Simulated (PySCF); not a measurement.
Consider C3H9ClSi2.

```xyz
15

Si    2.5442    0.2748   -0.5789
C     0.6928    0.0896   -0.7891
C    -0.0201   -0.9563   -0.4435
Si   -1.9135   -0.9431   -0.2706
C    -2.4004    0.8968   -0.1184
Cl   -1.5854    1.6548    1.3084
H     3.3750   -0.8965   -0.8519
H     2.8649    1.2422   -1.6138
H     2.8727    0.6452    0.9099
H     0.2519    1.0059   -1.0073
H     0.4845   -1.9086   -0.2445
H    -2.3830   -1.5882    0.9765
H    -2.5495   -1.5780   -1.3999
H    -3.4687    1.0428    0.0210
H    -2.0819    1.5393   -0.9371
```

Geometry: GFN2-xTB, MD frame at 250 fs, 200 K.

Theory: PBE0/pcSseg-1, SCF density, gas phase, non-relativistic in PySCF 2.14.0.

### Predict the electron density and electron localisation function between the atoms.

C–Si (1.90 Å): ρ at the midpoint is about 0.92 e/Å³; the ELF peaks at about 0.95 between the atoms (localised, covalent bonding).
Si–H (1.46 Å): the density is about 0.81 e/Å³ at the midpoint; the ELF climbs to about 1 towards the hydrogen, as it does in any bond to H.

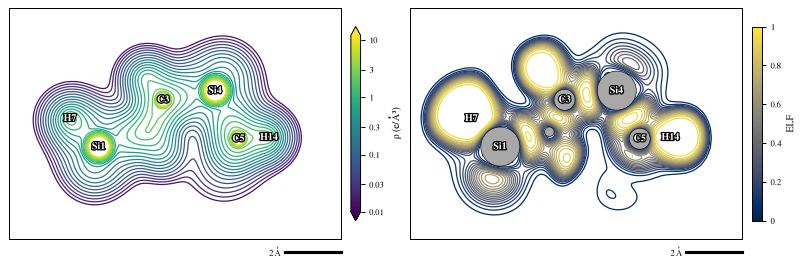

Computed electron density and electron localisation function on the plane of atoms C3, Si4 and C5, in this order. Grey discs cover the atomic cores in the ELF map. 
